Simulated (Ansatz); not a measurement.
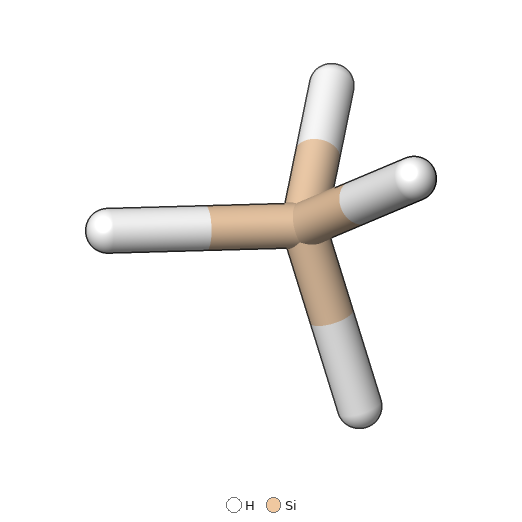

A stick model of a molecule.

The computed structure is the end point of a PBE0-D4/def2-TZVP optimisation.

Description:

It has 5 atoms: 1 silicon and 4 hydrogen (SiH4). The point group is Td. Coordination: 1 Si tetrahedral.

The parts below concern this one geometry. Atoms keep their numbers from picture to picture.

## Electronic properties

Method: RHF-CCSD(T), frozen core/def2-QZVPP (Ansatz 0.2.0).

Estimate the T1 diagnostic.

Answer. 0.011.

## Vibrations

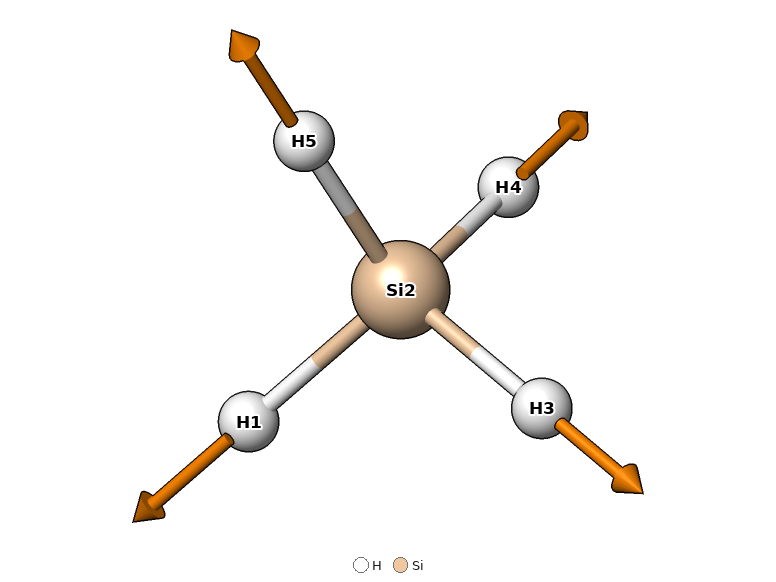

The arrows show one normal mode. Harmonic vibrations computed with RKS PBE0-D4/def2-TZVP (Ansatz 0.2.0) at a stationary point of the same level.

Describe the motion.

Answer. Mostly in-phase stretching of 4 Si–H bonds.

Estimate its harmonic wavenumber.

Answer. 2236 cm⁻¹; it is mode 6 of 9 counted from the lowest.

## Charges

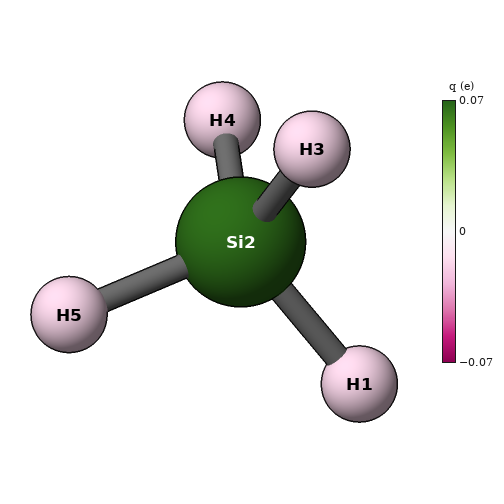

Atoms are coloured by their Mulliken charges. Level of theory: RKS PBE0-D4/def2-TZVP (Ansatz 0.2.0).

List the Mulliken charges.

```
atom  value (e)
  H1      −0.02
 Si2       0.07
  H3      −0.02
  H4      −0.02
  H5      −0.02
```

Mulliken values depend strongly on the basis set and can even reverse the polarity of a bond.
